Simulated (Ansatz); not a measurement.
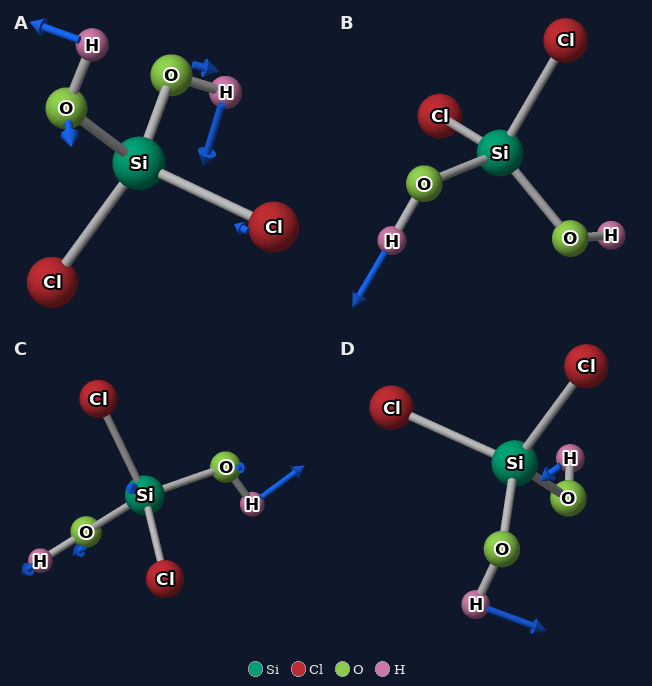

4 normal modes of one molecule or complex, as arrows. Harmonic vibrations computed with RKS PBE0-D4/def2-TZVP (Ansatz 0.2.0) at a stationary point of the same level.

> Match the panels to the wavenumbers 129 cm⁻¹, 333 cm⁻¹, 926 cm⁻¹, 3913 cm⁻¹.

A: 333 cm⁻¹
B: 3913 cm⁻¹, O–H stretching
C: 926 cm⁻¹
D: 129 cm⁻¹, a torsion or out-of-plane motion in which bond lengths and bond angles hardly change
